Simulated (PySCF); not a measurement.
# C4H8FNSi2: a tour of settings

Aim: see how C4H8FNSi2 (`N#C[Si@@H]1[SiH2]CC[C@@H]1F`) answers to the choice of functional, basis, grid and SCF options, and what happens with inputs that are wrong on purpose.

The runs use PySCF 2.14.0, with density-fitted response routines of our own; the level of theory stands in each step. All values are computed, except where a source is named. Atoms count from 0, in the outputs and in this text.

## Step 1: The molecule as given

16 atoms, charge 0, multiplicity 1; geometry from: GFN2-xTB.

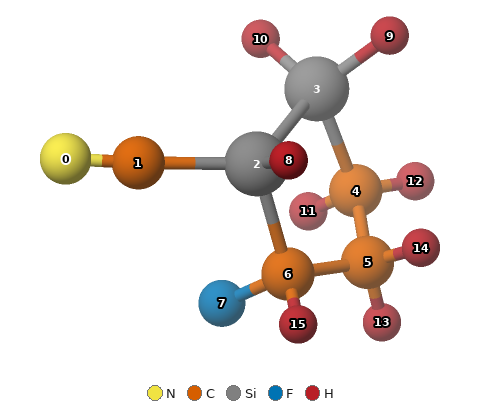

As it starts; nitrogen yellow, carbon orange, silicon grey, fluorine blue, hydrogen red, atoms numbered.

## Step 2: Shielding tensors: PBE0/pcSseg-1

Job settings and geometry (Å):

```
{"job": {"kind": "nmr", "xc": "PBE0", "basis": "pcSseg-1"}, "charge": 0, "multiplicity": 1}
N      2.816016    -1.922675     2.091165
C      2.269196    -1.397012     1.232339
Si     1.415983    -0.465875    -0.139085
Si     0.568153     1.644942     0.323084
C     -1.247981     1.073614     0.100921
C     -1.307418    -0.151505    -0.817008
C     -0.348486    -1.245805    -0.355455
F     -0.787950    -1.732947     0.871659
H      2.204644    -0.789870    -1.337307
H      0.914985     2.649299    -0.691822
H      0.795948     2.217284     1.650943
H     -1.662875     0.796686     1.072154
H     -1.888772     1.859540    -0.298954
H     -2.326294    -0.548829    -0.839731
H     -1.032597     0.125440    -1.838510
H     -0.390150    -2.103342    -1.035803
```

With the program's defaults for keys left out, this is: GIAO PBE0/pcSseg-1 NMR shielding, non-relativistic, gas phase.

On the command line:

```console
> OMP_NUM_THREADS=1 python probes_run.py task.json out
```

The driver reads the jobs from task.json and runs them one after another.

The log of the run:

```text
coarse grid: 14704 points
cycle   1  E = -890.0298279377  dE =  7.752e-01  |g| = 6.052e-01  |ddm| = 3.665e+00
cycle   2  E = -889.8759487789  dE =  1.539e-01  |g| = 1.059e+00  |ddm| = 1.222e+00
cycle   3  E = -890.1003112316  dE = -2.244e-01  |g| = 2.090e-01  |ddm| = 7.956e-01
cycle   4  E = -890.1088842574  dE = -8.573e-03  |g| = 6.778e-02  |ddm| = 1.555e-01
cycle   5  E = -890.1097615603  dE = -8.773e-04  |g| = 1.595e-02  |ddm| = 4.593e-02
cycle   6  E = -890.1098083434  dE = -4.678e-05  |g| = 4.534e-03  |ddm| = 1.487e-02
cycle   7  E = -890.1098128890  dE = -4.546e-06  |g| = 1.029e-03  |ddm| = 4.908e-03
final grid: 134256 points
cycle   8  E = -890.1624161725  dE = -3.071e-05  |g| = 8.204e-03  |ddm| = 2.580e-02
cycle   9  E = -890.1624014340  dE =  1.474e-05  |g| = 1.162e-02  |ddm| = 1.621e-02
cycle  10  E = -890.1624319814  dE = -3.055e-05  |g| = 1.259e-03  |ddm| = 9.404e-03
cycle  11  E = -890.1624322015  dE = -2.201e-07  |g| = 7.017e-04  |ddm| = 1.131e-03
cycle  12  E = -890.1624323019  dE = -1.005e-07  |g| = 1.824e-04  |ddm| = 4.755e-04
cycle  13  E = -890.1624323080  dE = -6.044e-09  |g| = 4.632e-05  |ddm| = 1.424e-04
cycle  14  E = -890.1624323084  dE = -4.391e-10  |g| = 1.089e-05  |ddm| = 5.361e-05
converged SCF energy = -890.1624323084

GIAO shielding tensors (ppm)
atom      isotropic    diamagn.    paramagn.     s11        s22        s33       span
  0 N     -104.279     337.150    -441.428   -307.531   -301.786    296.482    604.013
  1 C       65.476     261.658    -196.182    -47.228    -45.379    289.036    336.265
  2 Si     412.820     879.360    -466.540    378.431    411.227    448.803     70.372
  3 Si     419.751     879.822    -460.071    389.446    401.760    468.047     78.601
  4 C      176.530     252.572     -76.042    155.068    181.969    192.552     37.484
  5 C      150.787     250.327     -99.541    138.678    149.537    164.146     25.468
  6 C       93.584     247.583    -153.999     58.218     79.280    143.255     85.036
  7 F      409.560     475.890     -66.331    337.050    434.188    457.441    120.391
  8 H       27.271      27.621      -0.350     23.596     25.209     33.008      9.412
  9 H       27.857      28.340      -0.483     24.030     25.293     34.246     10.216
 10 H       27.491      28.399      -0.907     24.298     24.591     33.585      9.288
 11 H       30.137      31.328      -1.190     25.378     28.073     36.961     11.584
 12 H       30.271      29.656       0.615     24.345     27.892     38.576     14.231
 13 H       28.856      29.887      -1.031     23.331     27.097     36.141     12.810
 14 H       30.745      31.482      -0.737     26.476     28.279     37.480     11.003
 15 H       26.141      29.780      -3.639     23.663     25.152     29.608      5.945
```

Wall time 22 s (1 thread of Intel Xeon 6975P-C, shared host); peak memory 0.85 GiB.

The references, computed at this level on geometries of the same kind, shield at (ppm): 1H TMS 31.72, 13C TMS 186.9, 29Si TMS 349.2, 19F CFCl3 170.9, 15N NH3 267.7. Their shielding less the atom's gives the shift. The references are single molecules in the gas phase, so shifts against H2O, NH3, PH3, H3PO4 or CFCl3 are not on the usual liquid scales and can be off by tens of ppm.

```csv
atoms,environment,σ (ppm),δ (ppm),δ scaled to CDCl3
C1,nitrile carbon,65.5,121.4,116.6
C6,sp3 CH bonded to F and Si,93.6,93.3,89.2
C5,sp3 CH2 in a ring,150.8,36.1,33.4
C4,sp3 CH2 bonded to Si,176.5,10.4,8.2
H15,hydrogen on an sp3 CH bonded to F and Si,26.14,5.58,5.36
H8,"hydrogen on a silicon bonded to 2 C, Si, in a 5-membered ring",27.27,4.45,–
H10,"hydrogen on a silicon bonded to C, Si, in a 5-membered ring",27.49,4.23,–
H9,"hydrogen on a silicon bonded to C, Si, in a 5-membered ring",27.86,3.86,–
H13,hydrogen on an sp3 CH2 in a ring,28.86,2.86,2.80
H11,hydrogen on an sp3 CH2 bonded to Si,30.14,1.58,1.59
H12,hydrogen on an sp3 CH2 bonded to Si,30.27,1.45,1.47
H14,hydrogen on an sp3 CH2 in a ring,30.75,0.97,1.02
N0,nitrile nitrogen,-104.3,372.0,–
Si2,"silicon bonded to 2 C, Si, H, in a 5-membered ring",412.8,-63.7,–
Si3,"silicon bonded to C, Si, 2 H, in a 5-membered ring",419.8,-70.6,–
F7,fluorine on an sp3 carbon,409.6,-238.6,–
```

The scaled column applies a straight-line fit of computed shieldings to shifts measured in CDCl3; 19F shifts take a fit of their own (root-mean-square error 0.16 ppm for H, 1.9 ppm for C).

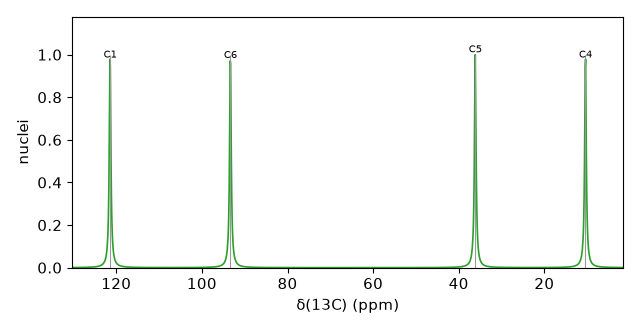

13C lines at the computed shifts, without couplings. Lines are broadened to a width of 0.44 ppm (Lorentzian).

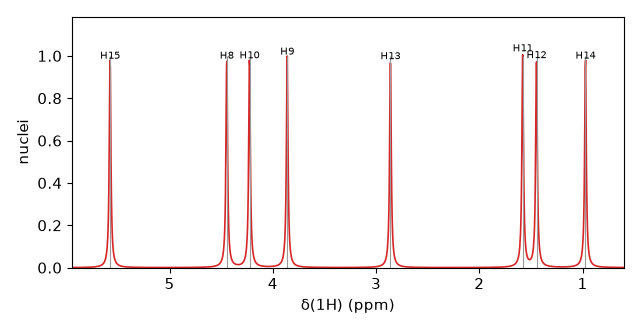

1H lines at the computed shifts, without couplings. Lines are broadened to a width of 0.02 ppm (Lorentzian).

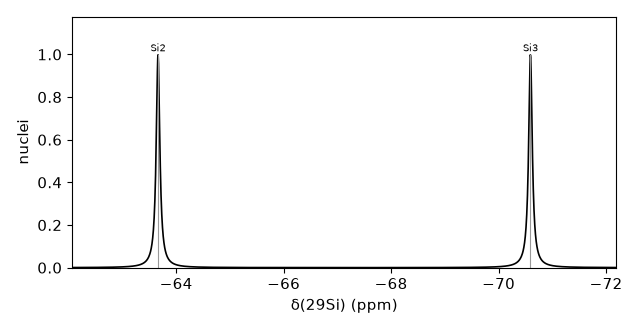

29Si lines at the computed shifts, without couplings. Lines are broadened to a width of 0.08 ppm (Lorentzian).

The run also stored atomic charges by several schemes (e):

```csv
atoms,Mulliken,IAO,Hirshfeld,ESP fit
N0,-0.20,-0.19,-0.20,-0.41
C1,-0.18,-0.14,-0.04,0.25
Si2,0.53,0.55,0.30,0.12
Si3,0.35,0.46,0.27,0.30
C4,-0.51,-0.53,-0.16,-0.21
C5,-0.25,-0.27,-0.08,-0.11
C6,-0.07,-0.06,-0.02,0.12
F7,-0.33,-0.33,-0.11,-0.23
```

Mulliken charges:

N0 -0.20; C1 -0.18; Si2 0.53; Si3 0.35; C4 -0.51; C5 -0.25; C6 -0.07; F7 -0.33; H8 -0.02; H9 -0.04; H10 -0.02; H11 0.17; H12 0.15; H13 0.15; H14 0.13; H15 0.14

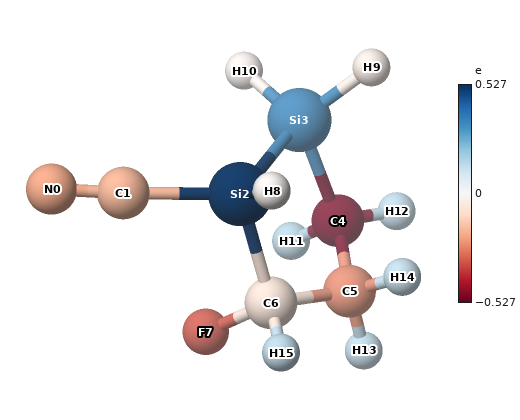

Mulliken charges, as colours on the atoms.

Mayer bond orders: N0–C1 2.93, C1–Si2 0.82, Si2–Si3 0.92, Si3–C4 0.91, C4–C5 1.02, C5–C6 1.03, C6–F7 0.83, C6–Si2 0.84.

Ring of atoms Si2, Si3, C4, C5, C6: NICS(0) -3.5, NICS(1) -3.6, NICS(1)zz -1.6 ppm (means of both faces). The ring holds saturated atoms, so no π current runs round it: these values come from its σ bonds, any local π bonds and neighbouring rings, and say nothing of aromaticity.

## Step 3: Ultraviolet spectrum: PBE0/def2-SVPD

Settings changed since step 2:

```diff
@@ -1,2 +1,2 @@
-{"job": {"kind": "nmr", "xc": "PBE0", "basis": "pcSseg-1"}, "charge": 0, "multiplicity": 1}
+{"job": {"kind": "uv", "xc": "PBE0", "basis": "def2-SVPD", "nstates": 6, "ntriplets": 2}, "charge": 0, "multiplicity": 1}
 N      2.816016    -1.922675     2.091165
```

Level: TDDFT PBE0/def2-SVPD, vertical, gas phase, core orbitals frozen in the response.

The log of the run:

```text
coarse grid: 14704 points
cycle   1  E = -889.6356052095  dE =  7.199e-01  |g| = 5.608e-01  |ddm| = 5.172e+00
cycle   2  E = -889.4871210439  dE =  1.485e-01  |g| = 1.007e+00  |ddm| = 1.682e+00
cycle   3  E = -889.7006769450  dE = -2.136e-01  |g| = 1.927e-01  |ddm| = 1.081e+00
cycle   4  E = -889.7080642447  dE = -7.387e-03  |g| = 6.754e-02  |ddm| = 2.198e-01
cycle   5  E = -889.7089742826  dE = -9.100e-04  |g| = 1.573e-02  |ddm| = 7.395e-02
cycle   6  E = -889.7090233954  dE = -4.911e-05  |g| = 4.475e-03  |ddm| = 2.195e-02
cycle   7  E = -889.7090279691  dE = -4.574e-06  |g| = 9.876e-04  |ddm| = 7.011e-03
final grid: 134256 points
cycle   8  E = -889.8221812179  dE = -2.921e-05  |g| = 8.013e-03  |ddm| = 9.504e-02
cycle   9  E = -889.8221656732  dE =  1.554e-05  |g| = 1.157e-02  |ddm| = 2.171e-02
cycle  10  E = -889.8221967202  dE = -3.105e-05  |g| = 1.269e-03  |ddm| = 1.292e-02
cycle  11  E = -889.8221970074  dE = -2.872e-07  |g| = 5.734e-04  |ddm| = 1.587e-03
cycle  12  E = -889.8221970759  dE = -6.848e-08  |g| = 1.692e-04  |ddm| = 7.250e-04
cycle  13  E = -889.8221970815  dE = -5.590e-09  |g| = 4.550e-05  |ddm| = 2.077e-04
cycle  14  E = -889.8221970820  dE = -5.055e-10  |g| = 1.048e-05  |ddm| = 8.421e-05
converged SCF energy = -889.8221970820

Static polarisability (au): isotropic 103.274, principal 88.055 100.789 120.978

Singlet excitations
state   eV       nm        f      main configurations
  1   5.9595    208.0   0.00557   H->L+1 0.73, H->L 0.25
  2   6.2834    197.3   0.11036   H->L 0.64, H->L+1 0.21
  3   6.6965    185.1   0.09937   H->L+2 0.70
  4   6.8759    180.3   0.04341   H-1->L+1 0.33, H-1->L 0.25, H->L+2 0.14
  5   7.0143    176.8   0.01374   H-1->L+1 0.50, H-1->L 0.34
  6   7.2460    171.1   0.01900   H->L+4 0.32, H-2->L 0.14, H-6->L 0.08

Triplet excitations (Tamm-Dancoff, eV): 5.3680 5.4476
```

Run time: 31 s. Hardware: 1 thread of Intel Xeon 6975P-C, shared host; peak memory 0.97 GiB.

Frontier orbitals and where they lie:

```csv
orbital,eV,atoms
HOMO−3,-9.83,"F7 25 %, C6 18 %, C5 15 %"
HOMO−2,-9.41,"Si3 21 %, C4 15 %, C5 12 %"
HOMO−1,-9.13,"C4 16 %, Si2 15 %, F7 11 %"
HOMO,-8.21,"Si2 22 %, Si3 18 %, C6 17 %"
LUMO,-0.90,"Si2 29 %, C1 16 %, N0 14 %"
LUMO+1,-0.88,"Si2 28 %, Si3 22 %, C1 12 %"
LUMO+2,-0.44,"Si3 25 %, Si2 18 %, C1 12 %"
```

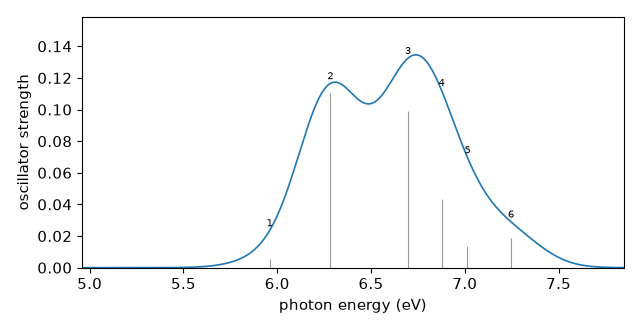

Absorption spectrum from the 6 singlet states computed; above the last one it falls off for lack of states. Lines are broadened to a width of 0.40 eV (Gaussian).

Ground-state properties from the same run:

```csv
property,computed
dipole moment (D),5.47
polarisability (Å³),15.30
HOMO–LUMO gap (eV),7.30
−ε(HOMO) (eV),8.21
```

## Step 4: TDDFT and polarisability: B3LYP/3-21G

Settings changed since step 3:

```diff
@@ -1,2 +1,2 @@
-{"job": {"kind": "uv", "xc": "PBE0", "basis": "def2-SVPD", "nstates": 6, "ntriplets": 2}, "charge": 0, "multiplicity": 1}
+{"job": {"kind": "uv", "xc": "B3LYP", "basis": "3-21G", "nstates": 1, "ntriplets": 5, "tda": false}, "charge": 0, "multiplicity": 1}
 N      2.816016    -1.922675     2.091165
```

Level: TDDFT B3LYP/3-21G, vertical, gas phase, core orbitals frozen in the response.

The log of the run:

```text
coarse grid: 14704 points
cycle   1  E = -885.9025525263  dE =  3.265e-01  |g| = 6.210e-01  |ddm| = 3.922e+00
cycle   2  E = -885.7166371908  dE =  1.859e-01  |g| = 1.137e+00  |ddm| = 1.677e+00
cycle   3  E = -885.9758603210  dE = -2.592e-01  |g| = 2.380e-01  |ddm| = 1.083e+00
cycle   4  E = -885.9875589825  dE = -1.170e-02  |g| = 5.565e-02  |ddm| = 2.044e-01
cycle   5  E = -885.9881237524  dE = -5.648e-04  |g| = 1.806e-02  |ddm| = 5.252e-02
cycle   6  E = -885.9881965571  dE = -7.280e-05  |g| = 2.554e-03  |ddm| = 2.149e-02
cycle   7  E = -885.9881984299  dE = -1.873e-06  |g| = 7.542e-04  |ddm| = 4.878e-03
final grid: 134256 points
cycle   8  E = -886.0653578755  dE = -1.734e-05  |g| = 4.849e-03  |ddm| = 1.705e-02
cycle   9  E = -886.0653534357  dE =  4.440e-06  |g| = 7.002e-03  |ddm| = 1.277e-02
cycle  10  E = -886.0653629268  dE = -9.491e-06  |g| = 9.442e-04  |ddm| = 7.390e-03
cycle  11  E = -886.0653630790  dE = -1.522e-07  |g| = 4.670e-04  |ddm| = 9.392e-04
cycle  12  E = -886.0653631259  dE = -4.698e-08  |g| = 6.649e-05  |ddm| = 3.849e-04
cycle  13  E = -886.0653631271  dE = -1.170e-09  |g| = 2.174e-05  |ddm| = 1.054e-04
cycle  14  E = -886.0653631272  dE = -1.160e-10  |g| = 5.512e-06  |ddm| = 3.005e-05
converged SCF energy = -886.0653631272

Static polarisability (au): isotropic 84.660, principal 70.413 82.928 100.640

Singlet excitations
state   eV       nm        f      main configurations
  1   6.4592    191.9   0.04214   H->L+1 0.66, H->L 0.31

Triplet excitations (Tamm-Dancoff, eV): 5.6284 6.1669 6.2122 6.4097 6.6329
```

It took 7.3 s on 1 thread of Intel Xeon 6975P-C, shared host; peak memory 0.58 GiB.

This run: HOMO -7.62 eV, LUMO -0.49 eV; lowest singlet 6.46 eV.

## Step 5: Indirect couplings: X3LYP/cc-pCVDZ

Settings changed since step 4:

```diff
@@ -1,4 +1,4 @@
-{"job": {"kind": "uv", "xc": "B3LYP", "basis": "3-21G", "nstates": 1, "ntriplets": 5, "tda": false}, "charge": 0, "multiplicity": 1}
+{"job": {"kind": "j", "xc": "X3LYP", "basis": "cc-pCVDZ", "grid": 0, "scf": {"max_cycle": 51}}, "charge": 0, "multiplicity": 1}
 N      2.816016    -1.922675     2.091165
-C      2.269196    -1.397012     1.232339
+C      2.542606    -1.659844     1.661752
 Si     1.415983    -0.465875    -0.139085
```

Level: X3LYP/cc-pCVDZ.

The log of the run:

```text
KeyError: 'Element h (Z=1) not found in basis cc-pCVDZ version 0'
```

Wall time 0.02 s (1 thread of Intel Xeon 6975P-C, shared host).

**What went wrong.** The basis cc-pCVDZ has no functions for an element of the molecule, so the input was refused before any integral. Besides, a bond was squeezed in this input. Cure: choose a basis that covers all elements, and undo the other change.

## Step 6: Shielding tensors: KT3/pcSseg-1

Settings changed since step 5:

```diff
@@ -1,4 +1,4 @@
-{"job": {"kind": "j", "xc": "X3LYP", "basis": "cc-pCVDZ", "grid": 0, "scf": {"max_cycle": 51}}, "charge": 0, "multiplicity": 1}
+{"job": {"kind": "nmr", "xc": "KT3", "basis": "pcSseg-1", "pop": false, "scf": {"level_shift": 0.2}}, "charge": 0, "multiplicity": 1}
 N      2.816016    -1.922675     2.091165
-C      2.542606    -1.659844     1.661752
+C      2.269196    -1.397012     1.232339
 Si     1.415983    -0.465875    -0.139085
```

Level: GIAO KT3/pcSseg-1 NMR shielding, non-relativistic, gas phase.

The log of the run:

```text
final grid: 134256 points
cycle   1  E = -899.7881460170  dE =  6.915e-01  |g| = 7.912e-01  |ddm| = 3.636e+00
cycle   2  E = -899.6308782211  dE =  1.573e-01  |g| = 1.244e+00  |ddm| = 1.395e+00
cycle   3  E = -899.9014742239  dE = -2.706e-01  |g| = 2.965e-01  |ddm| = 5.411e-01
cycle   4  E = -899.9220575513  dE = -2.058e-02  |g| = 6.426e-02  |ddm| = 2.495e-01
cycle   5  E = -899.9231422370  dE = -1.085e-03  |g| = 1.213e-02  |ddm| = 7.166e-02
cycle   6  E = -899.9231774607  dE = -3.522e-05  |g| = 7.169e-03  |ddm| = 1.956e-02
cycle   7  E = -899.9231857715  dE = -8.311e-06  |g| = 2.822e-03  |ddm| = 6.075e-03
cycle   8  E = -899.9231875521  dE = -1.781e-06  |g| = 8.786e-04  |ddm| = 2.609e-03
cycle   9  E = -899.9231877392  dE = -1.870e-07  |g| = 1.773e-04  |ddm| = 9.677e-04
cycle  10  E = -899.9231877523  dE = -1.318e-08  |g| = 6.383e-05  |ddm| = 3.368e-04
cycle  11  E = -899.9231877541  dE = -1.787e-09  |g| = 2.858e-05  |ddm| = 1.352e-04
cycle  12  E = -899.9231877545  dE = -3.870e-10  |g| = 7.645e-06  |ddm| = 5.805e-05
level shift removed, Fock matrix diagonalised once more
converged SCF energy = -899.9231877545

GIAO shielding tensors (ppm)
atom      isotropic    diamagn.    paramagn.     s11        s22        s33       span
  0 N      -79.210     337.952    -417.162   -269.571   -263.913    295.854    565.425
  1 C       79.043     261.893    -182.849    -25.498    -23.359    285.987    311.485
  2 Si     428.770     882.012    -453.242    396.371    427.042    462.896     66.525
  3 Si     431.998     882.550    -450.552    403.260    414.271    478.463     75.203
  4 C      172.222     252.357     -80.135    150.736    177.772    188.158     37.422
  5 C      147.250     251.138    -103.888    134.408    147.507    159.836     25.428
  6 C       91.688     248.252    -156.564     57.084     78.613    139.367     82.283
  7 F      384.564     476.917     -92.353    309.240    408.322    436.130    126.890
  8 H       27.410      28.036      -0.626     23.794     25.492     32.944      9.151
  9 H       28.051      28.870      -0.819     24.373     25.574     34.206      9.833
 10 H       27.679      28.989      -1.310     24.661     24.884     33.493      8.832
 11 H       30.133      31.750      -1.617     25.522     28.259     36.620     11.098
 12 H       30.233      29.716       0.517     24.558     28.159     37.982     13.424
 13 H       28.872      29.916      -1.043     23.587     27.265     35.764     12.177
 14 H       30.676      31.842      -1.165     26.627     28.327     37.075     10.448
 15 H       26.068      30.061      -3.993     23.726     25.144     29.333      5.607
```

Wall time 27 s (1 thread of Intel Xeon 6975P-C, shared host); peak memory 0.74 GiB.

This run: δ C1 105.7, C6 93.0, C5 37.5, C4 12.5, H15 5.69, H8 4.35 ppm.

## Step 7: Run by run: NMR shifts

Shifts (ppm) of some atoms, chosen among heavy atoms and hydrogens apart, with basis size and wall time:

```csv
run,C1,C4,H10,H9,N0,Si2,F7,functions,time
PBE0/pcSseg-1,121.4,10.4,4.23,3.86,372.0,-63.7,-238.6,190,22 s
KT3/pcSseg-1,105.7,12.5,4.08,3.71,343.6,-67.1,-242.2,190,27 s
```

## Step 8: Side by side: electronic excitations

Excitations and ground-state properties, with basis size and wall time:

```csv
run,lowest singlet (eV),brightest (eV),f,gap (eV),α (Å³),μ (D),functions,time
PBE0/def2-SVPD,5.96,6.28,0.110,7.30,15.30,5.47,235,31 s
B3LYP/3-21G,6.46,6.46,0.042,7.13,12.55,4.89,96,7.3 s
```

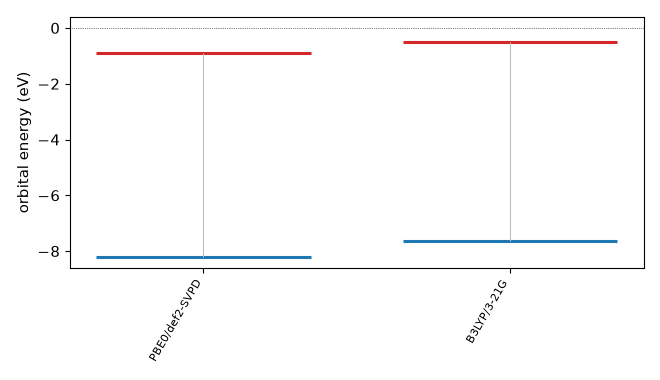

HOMO (blue) and LUMO (red) run by run.

## Step 9: Results

| quantity | value |
| --- | --- |
| 13C shifts against TMS (PBE0/pcSseg-1) | 121.4, 93.3, 36.1, 10.4 ppm |
| 1H shifts against TMS (PBE0/pcSseg-1) | 5.58, 4.45, 4.23, 3.86, 2.86, 1.58, 1.45, 0.97 ppm |
| 15N shifts against NH3 (PBE0/pcSseg-1) | 372.0 ppm |
| 29Si shifts against TMS (PBE0/pcSseg-1) | -63.7, -70.6 ppm |
| 19F shifts against CFCl3 (PBE0/pcSseg-1) | -238.6 ppm |
| lowest singlet (PBE0/def2-SVPD) | 5.96 eV (208 nm), f = 0.006 |
| brightest single state of those computed | state 2, 6.28 eV, f = 0.110 |
| lowest triplet | 5.37 eV |
| range of the shift of N0 | 343.6 to 372.0 ppm |
| range of the lowest singlet | 5.96 to 6.46 eV |
| property runs in this session | 5, of which 1 failed and 0 gave unsound results |

What this shows: Single values in the summary come from the first sound run of each kind (PBE0/pcSseg-1; PBE0/def2-SVPD), which need not be the best level. C1 (nitrile carbon) lies farthest downfield among carbon, at 121.4 ppm; this is the usual window of a C≡N carbon, which has no attached hydrogen. The most deshielded hydrogen is H15 (hydrogen on an sp3 CH bonded to F and Si), at 5.58 ppm: its carbon carries F, which withdraws density. At PBE0/pcSseg-1: The widest tensor belongs to N0: span 604 ppm, with a paramagnetic part of -441 ppm. The first singlet state (HOMO→LUMO+1 0.73, HOMO→LUMO 0.25) lies at 5.96 eV and is weak; of the 6 states computed, the strongest absorption comes from state 2 at 6.28 eV. The lowest triplet lies 0.59 eV below the lowest singlet (triplets in Tamm-Dancoff, singlets in full TDDFT). In ppm, N0 moves most: its shift spreads over 28.4 ppm, from 343.6 (KT3/pcSseg-1) to 372.0 (PBE0/pcSseg-1). The lowest singlet runs from 5.96 eV (PBE0/def2-SVPD) to 6.46 eV (B3LYP/3-21G), while the orbital gap spans 7.13 to 7.30 eV. The lowest state need not be the same one in every run. The runs solved for a few states only, so the brightest column depends on that window.
